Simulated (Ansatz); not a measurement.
# InCl2(OH) (Cl₂HInO): structure and electronic state

Aim: characterise InCl2(OH) (Cl₂HInO) as a singlet: its structure, frontier levels and distribution of charge.

Method: RKS PBE0-D4/def2-TZVP; program: Ansatz 0.2.0, Gaussian basis.

Levels to be run: relaxation at PBE0-D4/def2-SVP; a search for the lowest solution at PBE0-D4/def2-SVP; a single point at PBE0-D4/def2-TZVP.

2 further runs of the same task are left out: 2 set aside as unsound or not needed.

## Step 1: Starting geometry

5 atoms, charge 0, spin multiplicity 1.

Atoms are counted from 1 here; the program's logs count them from 0.

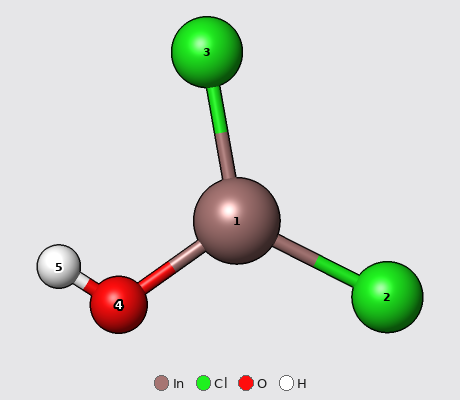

As it starts; indium brown, chlorine green, oxygen red, hydrogen white; atoms are numbered from 1 in the order of the file.

In takes a core potential in the def2 sets. No spin-orbit coupling is included.

The start is a GFN2-xTB geometry.

## Step 2: Relaxation at PBE0-D4/def2-SVP

in.yaml

```yaml
crystal:
  periodic: [false, false, false]
  atoms:
    - {symbol: In, position_ang: [0.350560, 0.324600, -0.077970]}
    - {symbol: Cl, position_ang: [2.601320, 0.471570, -0.382930]}
    - {symbol: Cl, position_ang: [-1.152920, 2.061380, -0.051840]}
    - {symbol: O, position_ang: [-0.424360, -1.444800, 0.196910]}
    - {symbol: H, position_ang: [-1.374600, -1.412760, 0.315830]}
basis:
  gaussian: {orbitals: def2-SVP}
hamiltonian: {xc: pbe0, dispersion: d4}
scf: {omitted_lower_state_checks: [starts]}
output: {orbitals: {seedname: orbitals}}
relax: {f_tol: 0.02, max_steps: 100}
```

On the command line:

```sh
> ansatz run in.yaml --threads 4 --pin off --events-out ev --progress --plain --max-ram 3916MiB
```

Log:

```text
Functional definition: PBE0
  name "PBE0"
  cite "Adamo & Barone, J. Chem. Phys. 110, 6158 (1999) doi:10.1063/1.478522"
  cite "Perdew, Burke & Ernzerhof, Phys. Rev. Lett. 77, 3865 (1996) doi:10.1103/PhysRevLett.77.3865"
  parent pbe
  parameter a = 0.25
  parameter kappa = 0.804
  parameter beta = 0.06672455060314922
  exchange = (1 - a)*pbe_x(kappa = kappa, mu = beta*pi^2/3) + a*exact_x
  correlation = pbe_c(beta = beta)
these checks for a lower state are left out or cut short: starts
897 factors; integrals over basis functions are off by at most 2.3e-4 eV
mean field evaluation 1: about -32259.6185 eV, gradient 5.4e1 eV
mean field evaluation 2: about -32215.2412 eV, gradient 1.4e2 eV
mean field evaluation 4: about -32265.2156 eV, gradient 9.1e0 eV
mean field evaluation 8: about -32265.4235 eV, gradient 5.7e-2 eV
mean field -32265.42353941 eV, -1185.7324447836 hartree, gradient 4.2e-5 eV, S^2 0.000000; 0 other end points of the search recorded, 0 dependent functions left out
the calculation of the forces begins
reference -32265.42357318 eV, -1185.7324460249 hartree; 32, 32 occupied and 49, 49 virtual orbitals, 897 factors
relax step   1: F+E_penalty+E_count = -32265.53193801 eV  Δ(F+E_penalty+E_count) = +0.000e0 eV  max|allowed force component| = 6.613e-1 eV/Å  Δτ_max = 0.0000 Å  (23 SCF iters, accepted)
these checks for a lower state are left out or cut short: starts, cluster_reference, orbital_swaps, neighbouring_geometries, increment
897 factors; integrals over basis functions are off by at most 2.3e-4 eV
mean field evaluation 16: about -32265.4502 eV, gradient 5.7e0 eV
mean field -32265.47375069 eV, -1185.7342900141 hartree, gradient 1.1e-5 eV, S^2 0.000000; 0 other end points of the search recorded, 0 dependent functions left out
the calculation of the forces begins
reference -32265.47378451 eV, -1185.7342912572 hartree; 32, 32 occupied and 49, 49 virtual orbitals, 897 factors
relax step   2: F+E_penalty+E_count = -32265.58046987 eV  Δ(F+E_penalty+E_count) = -4.853e-2 eV  max|allowed force component| = 1.367e-1 eV/Å  Δτ_max = 0.0937 Å  (27 SCF iters, accepted)
these checks for a lower state are left out or cut short: starts, cluster_reference, orbital_swaps, neighbouring_geometries, increment
897 factors; integrals over basis functions are off by at most 2.4e-4 eV
mean field -32265.47826421 eV, -1185.7344558830 hartree, gradient 1.2e-5 eV, S^2 0.000000; 0 other end points of the search recorded, 0 dependent functions left out
the calculation of the forces begins
reference -32265.47829809 eV, -1185.7344571280 hartree; 32, 32 occupied and 49, 49 virtual orbitals, 897 factors
relax step   3: F+E_penalty+E_count = -32265.58534678 eV  Δ(F+E_penalty+E_count) = -4.877e-3 eV  max|allowed force component| = 3.407e-2 eV/Å  Δτ_max = 0.0602 Å  (26 SCF iters, accepted)
these checks for a lower state are left out or cut short: starts, cluster_reference, orbital_swaps, neighbouring_geometries, increment
897 factors; integrals over basis functions are off by at most 2.4e-4 eV
mean field evaluation 32: about -32265.4783 eV, gradient 1.6e-4 eV
mean field -32265.47834294 eV, -1185.7344587764 hartree, gradient 1.9e-5 eV, S^2 0.000000; 0 other end points of the search recorded, 0 dependent functions left out
the calculation of the forces begins
reference -32265.47837682 eV, -1185.7344600213 hartree; 32, 32 occupied and 49, 49 virtual orbitals, 897 factors
relax step   4: F+E_penalty+E_count = -32265.58545315 eV  Δ(F+E_penalty+E_count) = -1.064e-4 eV  max|allowed force component| = 6.812e-3 eV/Å  Δτ_max = 0.0055 Å  (22 SCF iters, accepted)
these checks for a lower state are left out or cut short: starts
897 factors; integrals over basis functions are off by at most 2.4e-4 eV
mean field -32265.47834294 eV, -1185.7344587764 hartree, gradient 1.9e-5 eV, S^2 0.000000; 0 other end points of the search recorded, 0 dependent functions left out
the calculation of the forces begins
reference -32265.47837682 eV, -1185.7344600213 hartree; 32, 32 occupied and 49, 49 virtual orbitals, 897 factors
Total energy: -32265.58548702 eV, -1185.7383962487 hartree
Atom 0 at     0.311990     0.288886    -0.068662 Å, force    -0.001997     0.006812    -0.000394 eV/Å
Atom 1 at     2.593319     0.552918    -0.390010 Å, force     0.001039    -0.000433    -0.000095 eV/Å
Atom 2 at    -1.068635     2.168756    -0.073569 Å, force     0.001281    -0.002465     0.000070 eV/Å
Atom 3 at    -0.439541    -1.520471     0.205583 Å, force     0.003406    -0.006212     0.000158 eV/Å
Atom 4 at    -1.397133    -1.490099     0.326657 Å, force    -0.003729     0.002298     0.000261 eV/Å
Dipole moment:    -0.320377    -0.109426     0.052192 e Å
Checks for a lower state left out: starts
```

Wall time 4.8 s (4 threads of Arm Neoverse V2, shared host).

Along the way:

```csv
step,energy from step 1 (eV),largest force component (eV/Å)
1,0.0000,0.6613
2,-0.0485,0.1367
3,-0.0534,0.0341
4,-0.0535,0.0068
```

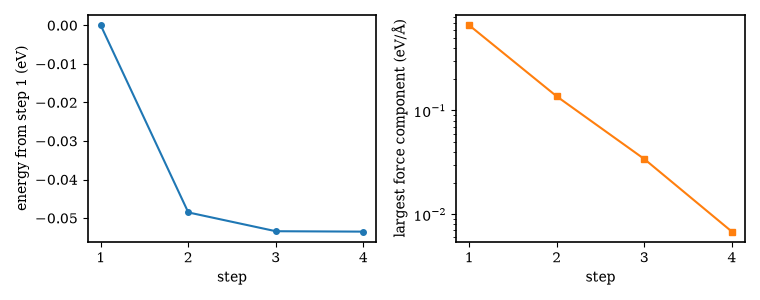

Energy and largest force along the relaxation.

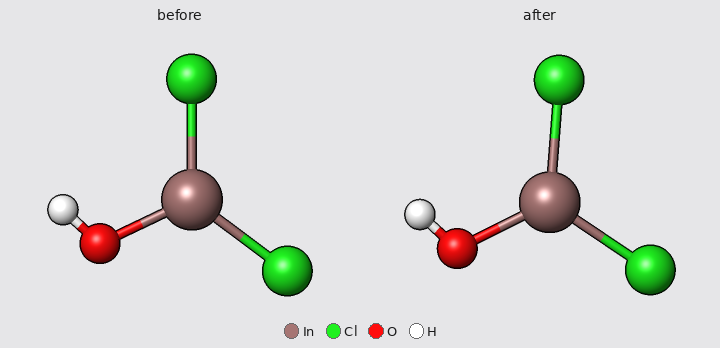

The geometry before (left) and after (right).

Distances of close pairs at the start and the end, largest changes first:

```csv
bond,before (Å),after (Å),change (Å)
In1–Cl2,2.276,2.319,+0.043
In1–Cl3,2.297,2.332,+0.035
In1–O4,1.951,1.978,+0.027
O4–H5,0.958,0.966,+0.008
```

Bonds by kind at the end (by distance):

```csv
bond,count,shortest (Å),longest (Å)
Cl–In,2,2.319,2.332
In–O,1,1.978,1.978
H–O,1,0.966,0.966
```

## Step 3: Searching for the lowest solution, PBE0-D4/def2-SVP

start.molden holds the orbitals of an earlier run on this state, given as this run's starting guess.

in.yaml

```yaml
crystal:
  periodic: [false, false, false]
  atoms:
    - {symbol: In, position_ang: [0.311990, 0.288886, -0.068662]}
    - {symbol: Cl, position_ang: [2.593319, 0.552918, -0.390010]}
    - {symbol: Cl, position_ang: [-1.068635, 2.168756, -0.073569]}
    - {symbol: O, position_ang: [-0.439541, -1.520471, 0.205583]}
    - {symbol: H, position_ang: [-1.397133, -1.490099, 0.326657]}
basis:
  gaussian: {orbitals: def2-SVP, initial_orbitals: start.molden}
hamiltonian: {xc: pbe0, dispersion: d4}
output: {orbitals: {seedname: orbitals}}
```

Launched as before.

Log:

```text
Functional definition: PBE0
  name "PBE0"
  cite "Adamo & Barone, J. Chem. Phys. 110, 6158 (1999) doi:10.1063/1.478522"
  cite "Perdew, Burke & Ernzerhof, Phys. Rev. Lett. 77, 3865 (1996) doi:10.1103/PhysRevLett.77.3865"
  parent pbe
  parameter a = 0.25
  parameter kappa = 0.804
  parameter beta = 0.06672455060314922
  exchange = (1 - a)*pbe_x(kappa = kappa, mu = beta*pi^2/3) + a*exact_x
  correlation = pbe_c(beta = beta)
836 factors; integrals over basis functions are off by at most 1.0e-3 eV
mean field evaluation 1: about -32265.3979 eV, gradient 5.2e-1 eV
mean field evaluation 2: about -32265.4783 eV, gradient 2.4e-4 eV
mean field evaluation 4: about -32265.4783 eV, gradient 1.7e-5 eV
mean field evaluation 8: about -32265.1660 eV, gradient 9.6e0 eV
mean field evaluation 16: about -32265.4783 eV, gradient 5.3e-3 eV
mean field -32265.47827500 eV, -1185.7344562797 hartree, gradient 1.7e-5 eV, S^2 0.000000; 1 other end points of the search recorded, 0 dependent functions left out
reference -32265.47830887 eV, -1185.7344575242 hartree; 32, 32 occupied and 49, 49 virtual orbitals, 836 factors
Total energy: -32265.58541906 eV, -1185.7383937511 hartree
```

It took 0.85 s on 4 threads of Arm Neoverse V2, shared host.

HOMO -9.01 eV, LUMO -2.58 eV.

## Step 4: Single point, PBE0-D4/def2-TZVP

in.yaml: that of step 3 with these lines changed.

```diff
@@ -9,4 +9,5 @@
 basis:
-  gaussian: {orbitals: def2-SVP, initial_orbitals: start.molden}
+  gaussian: {orbitals: def2-TZVP, initial_orbitals: start.molden}
 hamiltonian: {xc: pbe0, dispersion: d4}
+scf: {omitted_lower_state_checks: [starts]}
 output: {orbitals: {seedname: orbitals}}
```

Launched as before.

Log:

```text
Functional definition: PBE0
  name "PBE0"
  cite "Adamo & Barone, J. Chem. Phys. 110, 6158 (1999) doi:10.1063/1.478522"
  cite "Perdew, Burke & Ernzerhof, Phys. Rev. Lett. 77, 3865 (1996) doi:10.1103/PhysRevLett.77.3865"
  parent pbe
  parameter a = 0.25
  parameter kappa = 0.804
  parameter beta = 0.06672455060314922
  exchange = (1 - a)*pbe_x(kappa = kappa, mu = beta*pi^2/3) + a*exact_x
  correlation = pbe_c(beta = beta)
these checks for a lower state are left out or cut short: starts
1212 factors; their error is unknown
mean field evaluation 1: about -32274.0523 eV, gradient 1.6e2 eV
mean field evaluation 2: about -32276.8790 eV, gradient 4.3e0 eV
mean field evaluation 4: about -32277.0641 eV, gradient 2.6e-1 eV
mean field evaluation 8: about -32277.0641 eV, gradient 1.4e-5 eV
mean field -32277.06412880 eV, -1186.1602285534 hartree, gradient 1.4e-5 eV, S^2 0.000000; 0 other end points of the search recorded, 0 dependent functions left out
reference -32277.06416967 eV, -1186.1602300556 hartree; 32, 32 occupied and 129, 129 virtual orbitals, 1212 factors
Total energy: -32277.17127986 eV, -1186.1641662825 hartree
Checks for a lower state left out: starts
```

Run time: 1.7 s. Hardware: 4 threads of Arm Neoverse V2, shared host.

Report: HOMO -9.25 eV, LUMO -2.75 eV.

Mulliken charges, from this run's orbitals:

```csv
atom,value (e)
In1,0.99
Cl2,-0.34
Cl3,-0.35
O4,-0.62
H5,0.32
```

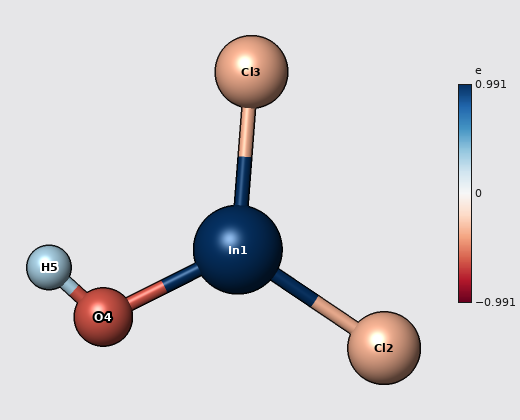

Mulliken charges, from this run's orbitals, as colours on the atoms.

Largest Mayer bond orders: In1–O4 1.02; In1–Cl2 1.01; In1–Cl3 0.99; O4–H5 0.89.

## Step 5: Results

| quantity | value |
| --- | --- |
| point group | Cs |
| commonest bond, hydrogen aside | Cl–In, 2 of mean length 2.326 Å |
| HOMO, LUMO at PBE0-D4/def2-TZVP | -9.25, -2.75 eV |
| dipole at PBE0-D4/def2-SVP | 1.65 D |

The molecule keeps its bonding pattern by the stored test; the atoms moved 0.09 Å (rms). No usable vibrations, so a minimum isn't proven.
